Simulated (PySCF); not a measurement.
C₄H₁₃BN₂Si (SMILES CN(C)[BH2-][N+]#CC[SiH3])

Input file:

```
{"job": {"kind": "nmr", "xc": "PBE0", "basis": "pcSseg-1"}, "charge": 0, "multiplicity": 1}
C     -1.293676    -0.544396     1.393379
N     -1.834054    -0.349957     0.083092
C     -1.728040     1.019288    -0.332260
B     -1.587223    -1.413905    -0.944934
N     -0.077938    -1.285566    -1.241487
C      0.956781    -0.790055    -1.108205
C      2.246516    -0.216528    -0.957442
Si     2.514267     0.425595     0.842564
H     -0.199447    -0.338937     1.433740
H     -1.458707    -1.572661     1.707498
H     -1.776426     0.129042     2.109535
H     -2.221505     1.145701    -1.293067
H     -2.205380     1.677686     0.400775
H     -0.673264     1.346067    -0.436440
H     -1.735869    -2.513955    -0.523467
H     -2.129753    -1.196568    -1.979038
H      3.003888    -0.963996    -1.201141
H      2.351836     0.609447    -1.663246
H      1.617091     1.552966     1.068338
H      2.308832    -0.685112     1.765696
H      3.913151     0.863733     0.875640
```

Command:

```sh
OMP_NUM_THREADS=1 python probes_run.py task.json out
```

Geometry: GFN2-xTB.

These are results of PBE0/pcSseg-1, SCF density, gas phase, non-relativistic in PySCF, not measurements.

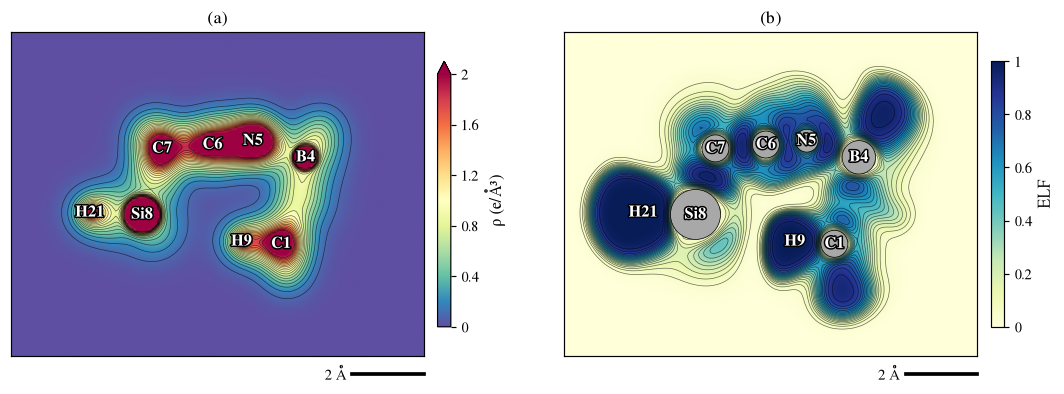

Figure 1. (a) total electron density; (b) electron localisation function on the plane of atoms C7, Si8 and H21. Grey discs cover the atomic cores in the ELF map.

Q: What does the map show?

A: Atoms in the plane: C, B, N, Si and H. C–N (1.15 Å): ρ is about 3.4 e/Å³ halfway; the ELF peaks at about 0.85 between the atoms: a short, multiple covalent bond. C–C (1.42 Å): ρ is about 1.9 e/Å³ halfway; the ELF peaks at about 0.95 between the atoms, as expected for localised, covalent bonding. C–Si (1.93 Å): ρ is about 0.86 e/Å³ halfway; the ELF peaks at about 0.95 between the atoms; a shared electron pair. C–H (1.11 Å): ρ at the midpoint is about 1.9 e/Å³; the ELF climbs to about 1 towards the hydrogen, as it does in any bond to H: a covalent bond by its length. B–N (1.54 Å): the density is about 1.3 e/Å³ at the midpoint; the ELF peaks at about 0.95 between the atoms, as expected for a polar covalent bond.

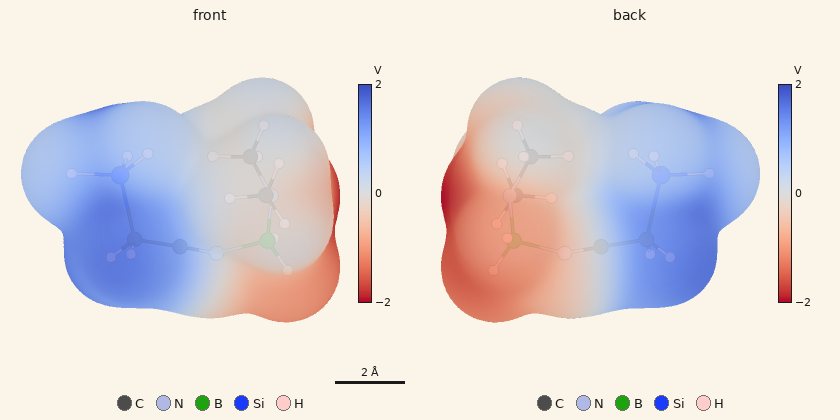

Figure 2. The molecular electrostatic potential painted on the density surface at 0.001 e/bohr³, seen from the front and from behind; the colour scale runs from red (negative) to blue (positive).

Q: Where is the surface potential most negative and most positive?

A: The most negative region (about −1.9 V) lies over N2, the most positive (about +1.6 V) over Si8, H17 and H18. N2 is the likeliest acceptor of a hydrogen bond.

Q: What dipole moment does the calculation give?

A: Its dipole moment is 6.76 D.
